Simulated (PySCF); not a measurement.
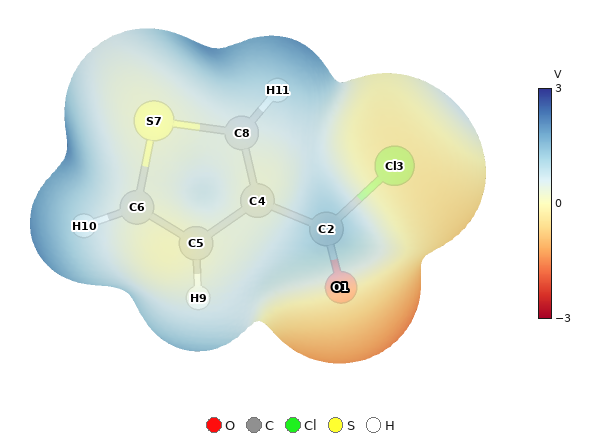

*C₅H₃ClOS (SMILES O=C(Cl)c1ccsc1). The electrostatic potential painted on the density surface at 0.004 e/bohr³, seen at a tilt; the colour scale runs from red (negative) to blue (positive).*

Geometry: GFN2-xTB.

Theory: B3LYP/def2-SVPD, SCF density, gas phase in PySCF 2.14.0.

```yaml
atoms:
  - { symbol: O, position_ang: [-2.1161, -1.6091, 0.1394] }
  - { symbol: C, position_ang: [-1.7411, -0.5084, -0.1095] }
  - { symbol: Cl, position_ang: [-2.9277, 0.7199, -0.6152] }
  - { symbol: C, position_ang: [-0.3860, -0.0005, -0.0572] }
  - { symbol: C, position_ang: [0.7049, -0.8369, 0.3295] }
  - { symbol: C, position_ang: [1.8861, -0.1814, 0.3163] }
  - { symbol: S, position_ang: [1.7056, 1.4661, -0.1651] }
  - { symbol: C, position_ang: [0.0258, 1.2756, -0.3519] }
  - { symbol: H, position_ang: [0.5741, -1.8690, 0.5966] }
  - { symbol: H, position_ang: [2.8612, -0.5543, 0.5582] }
  - { symbol: H, position_ang: [-0.5812, 2.1006, -0.6671] }
```

> Which sites attract a positive test charge, and which a negative one?

A positive charge is drawn to the negative regions and a negative charge to the positive ones. The most negative region (about −1.5 V) lies over O1, the most positive (about +2.0 V) over C6, S7, H10 and H11. Cl3 shows a σ-hole: about +0.6 V at the tip opposite its bond, against about −0.1 V on its flanks. O1 is the likeliest acceptor of a hydrogen bond.

> What dipole moment does the calculation give?

Its dipole moment is 3.75 D.
